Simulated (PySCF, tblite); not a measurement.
# PH3S3+ (doublet), a cluster model of a defect: EPR parameters

Wanted: the EPR parameters for `SP(S)S`. It is drawn as: threefold P.

Computed with tblite 0.8.0 and PySCF 2.14.0; each step states its level. No surroundings beyond the atoms listed, unless a continuum is named. Atoms count from 0, parts from 1.

## Step 1: Starting point

7 atoms, charge 1, multiplicity 2; geometry: distance geometry start.

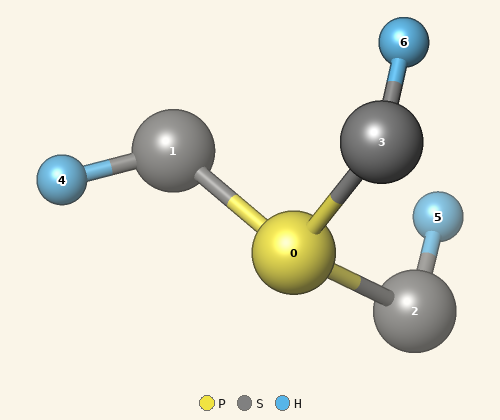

The starting geometry (phosphorus yellow, sulfur grey, hydrogen blue), atoms numbered.

## Step 2: Relaxing the cluster with GFN2-xTB

Job settings and geometry (Å):

```
{"job": {"kind": "relax", "xc": "GFN2-xTB", "basis": "xTB"}, "charge": 1, "multiplicity": 2}
P      0.504422    -0.028741    -0.819935
S      1.147624    -0.698980     1.109599
S     -1.279307    -1.202965    -1.274281
S     -0.069613     2.045061    -0.624610
H      2.493499    -1.018494     1.150430
H     -2.033488    -1.223541    -0.094333
H     -0.779392     2.136912     0.569724
```

Level: GFN2-xTB geometry optimisation, gas phase.

On the command line:

```sh
$ OMP_NUM_THREADS=1 python cluster_run.py task.json out
```

One launch serves the whole session: the jobs run in the order shown.

Output:

```text
step      E/eV     max force
  0    -362.52786    1.087
  1    -362.59856    0.940
  2    -362.67940    0.724
  3    -362.70524    0.541
  4    -362.80856    0.740
  5    -362.82928    0.620
  6    -362.86705    0.447
  7    -362.87514    0.321
  8    -362.88629    0.277
  9    -362.89385    0.306
 10    -362.90835    0.262
 11    -362.91262    0.248
 12    -362.91674    0.242
 13    -362.92225    0.278
 14    -362.92966    0.316
 15    -362.93797    0.305
 16    -362.94368    0.218
 17    -362.94610    0.146
 18    -362.94703    0.081
 19    -362.94750    0.074
 20    -362.94782    0.055
 21    -362.94805    0.052
 22    -362.94838    0.061
 23    -362.94894    0.086
 24    -362.94970    0.101
 25    -362.95035    0.083
 26    -362.95071    0.052
 27    -362.95096    0.061
 28    -362.95145    0.081
 29    -362.95261    0.104
 30    -362.95511    0.126
 31    -362.95684    0.135
 32    -362.95815    0.079
 33    -362.95874    0.074
 34    -362.95936    0.078
 35    -362.96016    0.112
 36    -362.96262    0.195
 37    -362.96614    0.265
 38    -362.97043    0.411
 39    -362.96960    0.210
 40    -362.97771    0.237
 41    -362.97963    0.203
 42    -362.98514    0.276
 43    -362.99508    0.482
 44    -363.01099    0.536
 45    -363.04036    0.568
 46    -363.07637    0.667
 47    -363.10517    0.680
 48    -363.13205    0.549
 49    -363.15626    0.249
 50    -363.15351    0.987
 51    -363.17695    0.186
 52    -363.18446    0.147
 53    -363.19657    0.433
 54    -363.20478    0.119
 55    -363.20996    0.123
 56    -363.21333    0.203
 57    -363.21605    0.135
 58    -363.21768    0.070
 59    -363.21830    0.085
 60    -363.21896    0.072
 61    -363.21948    0.089
 62    -363.22094    0.089
 63    -363.22256    0.143
 64    -363.22517    0.202
 65    -363.22850    0.208
 66    -363.23281    0.258
 67    -363.22539    0.504
 68    -363.23885    0.182
 69    -363.24065    0.116
 70    -363.24292    0.157
 71    -363.24671    0.232
 72    -363.25101    0.285
 73    -363.24889    0.696
 74    -363.26490    0.347
 75    -363.27415    0.327
 76    -363.26550    0.919
 77    -363.28427    0.321
 78    -363.28907    0.096
 79    -363.29358    0.105
 80    -363.29614    0.169
 81    -363.29685    0.074
 82    -363.29722    0.078
 83    -363.29792    0.086
 84    -363.29956    0.144
 85    -363.30247    0.211
 86    -363.30538    0.234
 87    -363.30972    0.227
 88    -363.31914    0.229
 89    -363.32141    0.270
 90    -363.32133    0.435
 91    -363.32626    0.147
 92    -363.32826    0.198
 93    -363.33007    0.125
 94    -363.33184    0.142
 95    -363.33271    0.056
 96    -363.33295    0.056
 97    -363.33307    0.024
 98    -363.33315    0.025
 99    -363.33339    0.030
100    -363.33361    0.035
101    -363.33386    0.045
102    -363.33401    0.046
103    -363.33413    0.043
104    -363.33422    0.039
105    -363.33432    0.035
106    -363.33448    0.039
107    -363.33483    0.054
108    -363.33528    0.060
109    -363.33563    0.057
110    -363.33584    0.030
111    -363.33589    0.049
112    -363.33597    0.011
113    -363.33598    0.004
```

Run time: 1.1 s. Hardware: 1 thread of Arm Neoverse N1, shared host.

Relaxation path:

```tsv
step	energy from step 0 (eV)	largest force (eV/Å)
0	0.0000	1.0865
4	-0.2807	0.7398
8	-0.3584	0.2770
12	-0.3889	0.2426
16	-0.4158	0.2176
20	-0.4200	0.0548
24	-0.4218	0.1012
28	-0.4236	0.0810
32	-0.4303	0.0794
36	-0.4348	0.1954
40	-0.4499	0.2374
44	-0.4831	0.5362
48	-0.6042	0.5493
52	-0.6566	0.1465
56	-0.6855	0.2028
60	-0.6911	0.0713
64	-0.6973	0.2019
68	-0.7110	0.1816
72	-0.7232	0.2858
76	-0.7376	0.9193
80	-0.7683	0.1695
84	-0.7717	0.1441
88	-0.7913	0.2294
92	-0.8004	0.1981
96	-0.8051	0.0557
100	-0.8058	0.0348
104	-0.8064	0.0385
108	-0.8074	0.0597
112	-0.8081	0.0108
113	-0.8081	0.0037
```

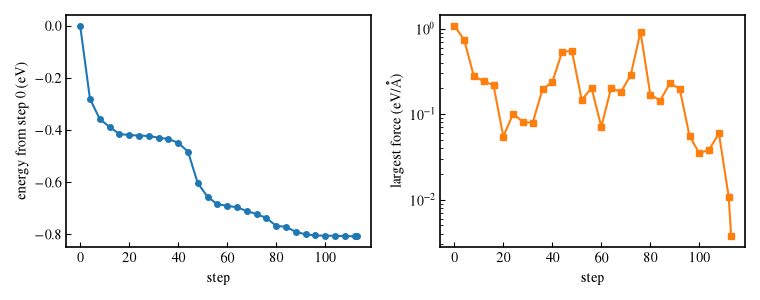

Energy and largest force along the relaxation.

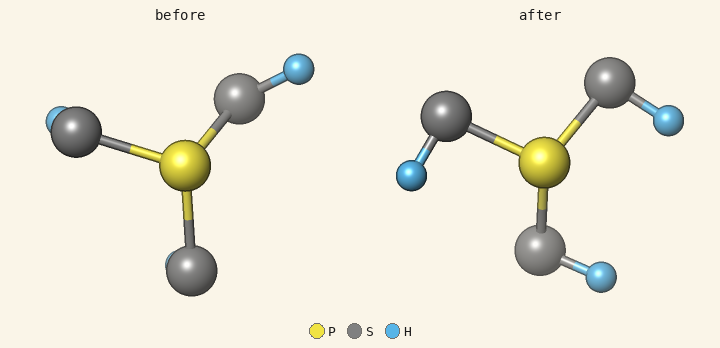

Before and after, at one scale.

Distances of close pairs at the start and the end, largest changes first:

```tsv
bond	before (Å)	after (Å)	change (Å)
P0–S2	2.183	2.081	-0.102
S2–H5	1.401	1.343	-0.058
S3–H6	1.392	1.337	-0.055
S1–H4	1.384	1.341	-0.043
P0–S1	2.142	2.103	-0.038
P0–S3	2.161	2.126	-0.034
```

## Step 3: Optimising the geometry at PBE0-D3(BJ)/def2-SVP

Job settings and geometry (Å):

```
{"job": {"xc": "PBE0", "basis": "def2-SVP", "d3": "d3bj", "grid": 2, "kind": "geom", "shake": 0.01}, "charge": 1, "multiplicity": 2}
P      0.215863    -0.246551    -0.425049
S      1.323966    -1.187936     1.055581
S     -1.391726    -1.562059    -0.724792
S     -0.676385     1.577294     0.257444
H      2.239256    -0.211359     1.140700
H     -2.088576    -0.717557    -1.488372
H      0.408221     2.314164     0.161641
```

Output:

```text
step   0  E = -1536.43336596  max force = 0.022531
step   1  E = -1536.43763697  max force = 0.004666
step   2  E = -1536.43790595  max force = 0.001093
step   3  E = -1536.43795657  max force = 0.000626
step   4  E = -1536.43797676  max force = 0.000271
step   5  E = -1536.43798693  max force = 0.000337
optimisation converged
```

Wall time 64 s (1 thread of Arm Neoverse N1, shared host); peak memory 0.45 GiB.

Relaxation path:

```tsv
step	energy from step 0 (eV)	largest force component (eV/Å)
0	0.0000	1.1586
1	-0.1162	0.2399
2	-0.1235	0.0562
3	-0.1249	0.0322
4	-0.1255	0.0139
5	-0.1257	0.0173
```

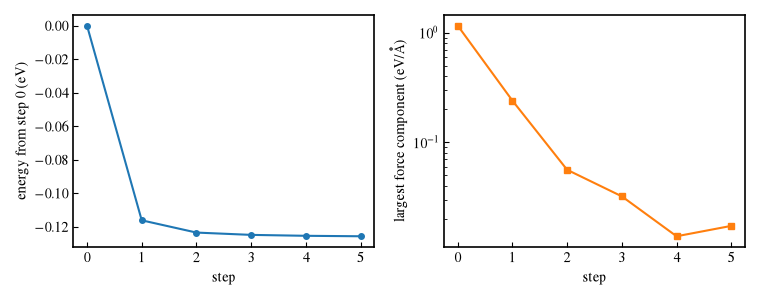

Energy and largest force along the relaxation.

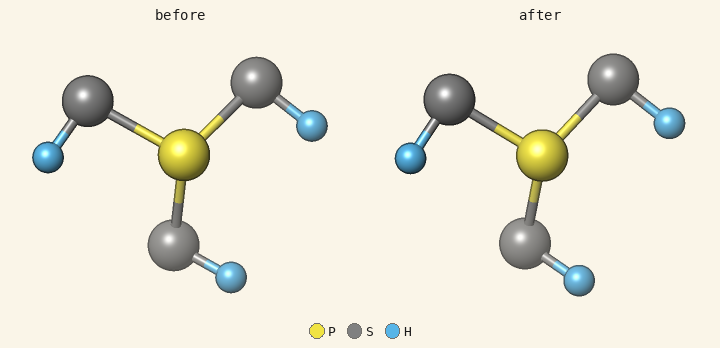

The geometry before (left) and after (right).

Distances of close pairs at the start and the end, largest changes first:

```tsv
bond	before (Å)	after (Å)	change (Å)
P0–S3	2.142	2.084	-0.058
S3–H6	1.315	1.358	+0.044
P0–S2	2.099	2.057	-0.042
S2–H5	1.335	1.358	+0.023
S1–H4	1.341	1.357	+0.016
P0–S1	2.075	2.072	-0.004
```

The end geometry stands in the next job.

```tsv
at the end point	value
point group (found at 0.08 Å tolerance)	C1
rotational constants (GHz, main isotopes)	2.741, 2.248, 1.309
⟨S²⟩	0.756
```

## Step 4: g tensor and hyperfine couplings: B3LYP/IGLO-III+pcH-1

Job settings and geometry (Å):

```
{"job": {"kind": "epr"}, "charge": 1, "multiplicity": 2}
P      0.185434    -0.196213    -0.295204
S      1.318957    -1.229424     1.097410
S     -1.248928    -1.579981    -0.803338
S     -0.792752     1.547543     0.293016
H      2.240405    -0.237840     1.197973
H     -1.948605    -0.682613    -1.545083
H      0.276190     2.344429     0.032601
```

With the program's defaults for keys left out, this is: UKS B3LYP, IGLO-III on P S, pcH-1 on H, non-relativistic, mean-field spin-orbit, GIAO.

Output:

```text
UKS, coarse grid
  cycle   1  E = -1537.52619514  |g| = 3.33e-01
  cycle   2  E = -1537.43219605  |g| = 5.08e-01
  cycle   3  E = -1537.56934974  |g| = 8.91e-02
  cycle   4  E = -1537.57293948  |g| = 1.70e-02
  cycle   5  E = -1537.57305116  |g| = 8.81e-03
  cycle   6  E = -1537.57309133  |g| = 2.75e-03
  cycle   7  E = -1537.57309606  |g| = 9.94e-04
UKS, final grid
  cycle   1  E = -1537.57311837  |g| = 1.40e-03
  cycle   2  E = -1537.57311644  |g| = 2.28e-03
  cycle   3  E = -1537.57311956  |g| = 1.76e-04
  cycle   4  E = -1537.57311957  |g| = 5.04e-05
  cycle   5  E = -1537.57311957  |g| = 3.62e-05
  cycle   6  E = -1537.57311957  |g| = 5.33e-06
E = -1537.57311957 Eh   <S^2> = 0.7558 (exact 0.7500)
g shifts (ppm)      1          2          3
  rmc          -249       -249       -249
  gc             15         73         63
  oz_so        1662      13406      20884
  total        1428      13230      20698
hyperfine (MHz)  atom isotope    a_iso     a_fc   dipolar eigenvalues
    0   31P    1311.36    1311.98   -162.59   -136.27    298.86
    1   33S      -0.40      -1.08    -24.23    -21.50     45.73
    2   33S       6.77       6.70    -23.34    -20.62     43.96
    3   33S      -3.46      -4.24    -26.01    -23.55     49.56
    4    1H       9.20       9.07     -5.24     -1.17      6.42
    5    1H      -3.74      -3.83     -3.58     -0.95      4.52
    6    1H       8.55       8.42     -6.25     -1.07      7.32
```

Wall time 63 s (1 thread of Arm Neoverse N1, shared host); peak memory 0.7 GiB.

Principal g values 2.00375, 2.01555, 2.02302; g(iso) = 2.01410, against 2.00232 for a free electron.

Hyperfine couplings, nucleus by nucleus at this fixed geometry (no averaging over rotations):

```tsv
nuclei	isotope	a(iso) (MHz)	a(iso) (G, at g = 2.0023)	largest dipolar term (MHz)
P0	31P	1311.4	467.9	298.9
H4	1H	9.2	3.3	6.4
H6	1H	8.6	3.1	7.3
S2	33S	6.8	2.4	44.0
H5	1H	-3.7	-1.3	4.5
S3	33S	-3.5	-1.2	49.6
S1	33S	-0.4	-0.1	45.7
```

Mulliken spin populations:

```tsv
atom	value (e)
P0	0.42
S1	0.19
S2	0.20
S3	0.20
H4	0.00
H5	0.00
H6	0.00
```

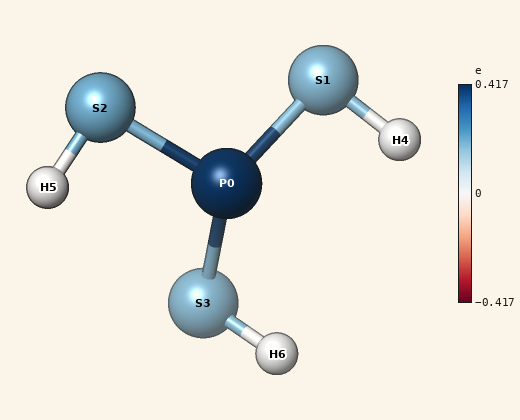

Mulliken spin populations, as colours on the atoms.

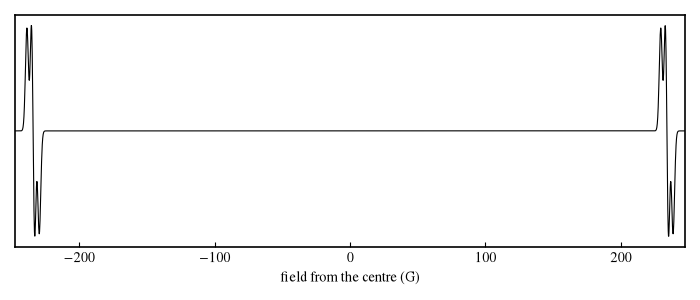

First-order isotropic spectrum (first derivative, main isotopes with spin only, couplings over 0.8 MHz, Gaussian width 1.2 G; couplings of the frozen geometry, rotation of groups not averaged beyond the rows shown).

## Step 5: EPR parameters: BHandHLYP/IGLO-III+pcH-1

The job, as its differences from that of step 4:

```diff
@@ -1,2 +1,2 @@
-{"job": {"kind": "epr"}, "charge": 1, "multiplicity": 2}
+{"job": {"kind": "epr", "xc": "BHandHLYP"}, "charge": 1, "multiplicity": 2}
 P      0.185434    -0.196213    -0.295204
```

Level: UKS BHandHLYP, IGLO-III on P S, pcH-1 on H, non-relativistic, mean-field spin-orbit, GIAO.

Output:

```text
UKS, coarse grid
  cycle   1  E = -1537.40731470  |g| = 3.53e-01
  cycle   2  E = -1537.39459067  |g| = 3.97e-01
  cycle   3  E = -1537.47819465  |g| = 5.87e-02
  cycle   4  E = -1537.47990826  |g| = 1.36e-02
  cycle   5  E = -1537.48009218  |g| = 4.63e-03
  cycle   6  E = -1537.48012169  |g| = 1.84e-03
  cycle   7  E = -1537.48012647  |g| = 7.08e-04
UKS, final grid
  cycle   1  E = -1537.48014015  |g| = 5.04e-04
  cycle   2  E = -1537.48014041  |g| = 4.30e-04
  cycle   3  E = -1537.48014053  |g| = 1.28e-04
  cycle   4  E = -1537.48014060  |g| = 5.82e-05
  cycle   5  E = -1537.48014061  |g| = 1.74e-05
E = -1537.48014061 Eh   <S^2> = 0.7637 (exact 0.7500)
g shifts (ppm)      1          2          3
  rmc          -253       -253       -253
  gc             14         76         67
  oz_so        1606      13467      19730
  total        1367      13290      19544
hyperfine (MHz)  atom isotope    a_iso     a_fc   dipolar eigenvalues
    0   31P    1349.85    1350.21   -201.46   -160.66    362.12
    1   33S      -0.88      -1.50    -25.73    -21.21     46.94
    2   33S      10.73      10.61    -23.96    -19.78     43.74
    3   33S      -6.71      -7.41    -27.22    -23.36     50.57
    4    1H       9.77       9.65     -5.33     -1.13      6.46
    5    1H      -4.12      -4.22     -3.61     -0.84      4.45
    6    1H      11.38      11.27     -6.31     -1.10      7.41
```

Run time: 64 s. Hardware: 1 thread of Arm Neoverse N1, shared host; peak memory 0.7 GiB.

In short: g(iso) 2.01372.

## Step 6: Run by run: EPR parameters

g, ⟨S²⟩ and isotropic hyperfine couplings (MHz), with basis size and wall time:

```tsv
run	g(iso)	⟨S²⟩	31P P0	1H H4	1H H6	33S S2	1H H5	functions	time
B3LYP/IGLO-III+pcH-1	2.01410	0.756	1311.4	9.2	8.6	6.8	-3.7	206	63 s
BHandHLYP/IGLO-III+pcH-1	2.01372	0.764	1349.8	9.8	11.4	10.7	-4.1	206	64 s
```

## Step 7: Results

```
                            quantity                  value
                         point group                     C1
rotational constants (main isotopes)   2.74, 2.25, 1.31 GHz
                      g(iso) (B3LYP)                2.01410
                                ⟨S²⟩     0.756 (exact 0.75)
                      largest a(iso)  31P on P0, 1311.4 MHz
```

What this shows: The optimisation took 5 steps and gained 0.126 eV; among the close pairs (by a distance rule), P0–S3 changed most, from 2.142 to 2.084 Å (PBE0/def2-SVP). P0 carries the largest spin population, 0.42 e. The isotropic g lies 11.8 ppt above the free-electron value. The coupling of 31P on P0 runs from 1311.4 (B3LYP/IGLO-III+pcH-1) to 1349.8 MHz (BHandHLYP/IGLO-III+pcH-1).
